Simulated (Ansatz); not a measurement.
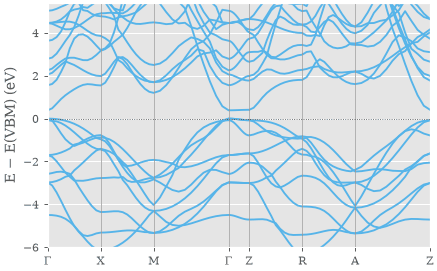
Fig. 1. Band structure from plane-wave PAW r²SCAN (Ansatz code)

Q: Read off the gap and where the band edges lie.

A: About 0.4 eV (0.39 eV by a search for the band edges); maximum at Γ, minimum at Γ.

Q: Pick the material that matches.
A. BaTiO3, P4mm (Ti on 1b, Ba on 1a, O on 1b, O on 2c)
B. YSF, P4/nmm (Y on 2c, S on 2c, F on 2a)
C. CsZn4P3, P4/mmm (Cs on 1b, Zn on 4i, P on 2h, P on 1a)

A: C, CsZn4P3, P4/mmm (Cs on 1b, Zn on 4i, P on 2h, P on 1a)

The first step of the workflow began from a Materials Project structure, measured or hypothetical; the Crystallography Open Database files this formula in space group No. 123, but the cells were not matched. Whether it is the stable phase at ambient conditions was not checked. The r²SCAN relaxation kept the symmetry of its start; its stability against distortions is not shown here. Scalar-relativistic: spin–orbit coupling is off unless named, which matters more the heavier the elements.

Potentials: the later of the program's two PAW sets.
